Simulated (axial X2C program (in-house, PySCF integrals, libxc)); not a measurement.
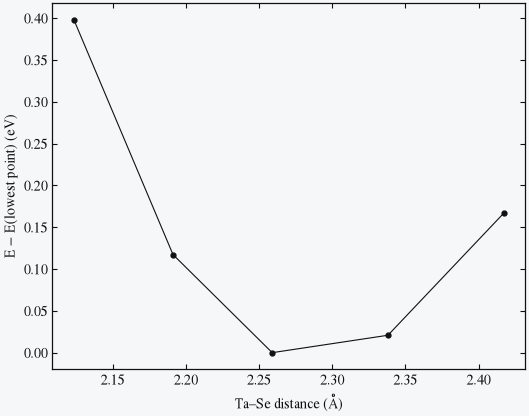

Fig. 1: Energy at 5 bond lengths, for one set of occupations held fixed; the line joins the points. A polynomial of degree 3 through 5 points gives rₑ = 2.287 Å, ωₑ = 346.6 cm⁻¹ and Bₑ = 0.05816 cm⁻¹. The minimum lies 2.59 eV below Ta + Se, each computed as one determinant at the same level.

**Relativistic diatomic calculation, with input and output: TaSe**

System: TaSe, single determinant with M_S = 3/2 and |Λ| = 0.
Method: HF, spin-free X2C-1e, Ta dyall-cv3z, Se dyall-cv3z (cores contracted) (axial X2C program (in-house, PySCF integrals, libxc)).

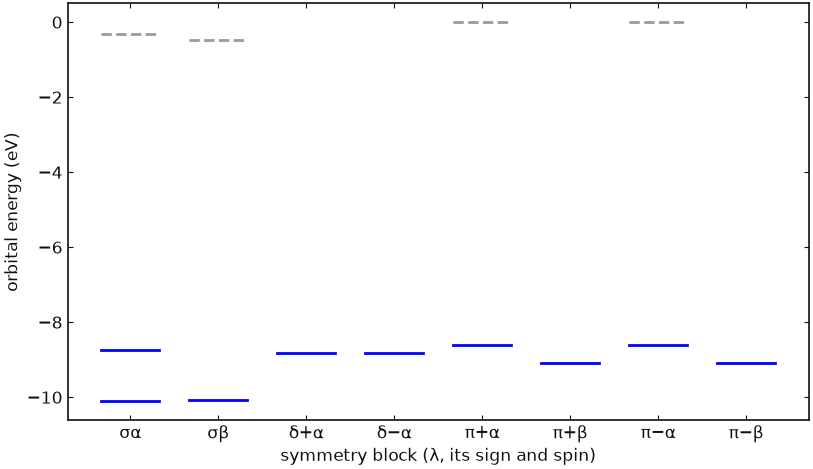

Fig. 2: Orbital energies near the frontier at 2.26 Å, filled (solid) and empty (dashed); a label such as π−α means λ = −1 and α spin. The highest filled orbital (π−α; 54 % Se p, 31 % Ta d) lies at −8.61 eV, the lowest empty one (σβ; 58 % Ta s, 37 % Ta p) at −0.48 eV.

Input and output of the run follow.

**Input file**
```
{"zs": [73, 34], "q": 0, "bas": ["dyall-cv3z", "dyall-cv3z"], "levels": ["PBE0", "HF", "B3LYP"], "cc": true, "r0": 2.33, "thr": -1.0, "nmax": 90, "npts": 10, "nst": 2, "ntry": 6}
```

The line is the task of a batch: nuclear charges, charge, bases, the levels to run, a first guess of the distance and further settings. This report covers HF without spin-orbit coupling. The log is that of the reference distance 2.259 Å.

Launched within a batch (the task file carries these settings):
```bash
python <driver script> task.json out
```

**Output**
```
spin-free X2C-1e  HF
basis functions 287  fitting functions 1494  grid points 5803
iter        total energy     max residual
   1     -18028.370503995     1.04e+00
   2     -18028.428734654     2.51e-02
   3     -18028.432292738     1.34e-01
   4     -18028.434646821     1.49e-02
   5     -18028.434861982     1.15e-02
   6     -18028.435037607     1.06e-02
   7     -18028.435114248     8.25e-04
   8     -18028.435154898     3.09e-03
   9     -18028.435166598     1.67e-03
  10     -18028.435169394     2.07e-04
  11     -18028.435170426     4.46e-04
  12     -18028.435171005     3.74e-04
  13     -18028.435171218     8.23e-05
  14     -18028.435171348     1.22e-04
  15     -18028.435171400     1.17e-04
  16     -18028.435171412     2.86e-05
  17     -18028.435171414     6.79e-06
  18     -18028.435171414     1.30e-05
  19     -18028.435171415     5.99e-06
  20     -18028.435171415     6.89e-07
converged
one-electron -25963.61620510  Coulomb 7756.56506753  exact exchange -402.79963257  xc functional 0.00000000  nuclear repulsion 581.41559872
correlated 11  virtual 331  natural virtual 89  E(MP2) -0.247251326  MP2 remainder -0.010568876
iter   CCSD correlation   residual
   1     -0.236037499   1.77e-01
   2     -0.244723923   9.89e-02
   3     -0.248958334   4.08e-02
   4     -0.249639206   1.89e-02
   5     -0.249917556   9.56e-03
   6     -0.249990912   5.04e-03
   7     -0.250015284   2.70e-03
   8     -0.250041531   1.19e-03
   9     -0.250023118   5.61e-04
  10     -0.250028254   2.44e-04
  11     -0.250021945   1.19e-04
  12     -0.250022067   5.81e-05
  13     -0.250021599   2.89e-05
  14     -0.250021205   1.44e-05
  15     -0.250021165   7.31e-06
  16     -0.250021086   4.02e-06
  17     -0.250021047   2.18e-06
  18     -0.250021032   1.43e-06
(T) -0.01754654081273636  T1 0.0511  D1 0.0850  max T2 0.094
```

**The points of the curve**

```
R (Å)    E (hartree)  dipole (D; origin at the first atom, positive when the second is positive)  highest filled (eV)  lowest empty (eV)
2.123  −18028.420546                                                                       −5.94                −8.48              −0.28
2.191  −18028.430861                                                                       −6.33                −8.61              −0.38
2.259  −18028.435171                                                                       −6.71                −8.61              −0.48
2.338  −18028.434406                                                                       −7.13                −8.30              −0.58
2.417  −18028.429050                                                                       −7.53                −8.02              −0.68
```

**Summary**

| quantity | value |
| --- | --- |
| outcome | converged |
| bond length rₑ | 2.287 Å |
| ωₑ | 346.6 cm⁻¹ |
| energy at the minimum | −18028.43552 hartree |
| depth below the fragments | 2.59 eV |
| largest ⟨S²⟩ along the curve | 3.98 |
| hardware | 1 thread of Arm Neoverse V1, 24 GiB of memory available, shared host |
| wall time | 16 s |
| peak memory | 0.86 GiB |

**Remarks**

Hartree–Fock lacks correlation, so it usually binds too weakly. Limits: 5 of the 10 points asked for were kept.
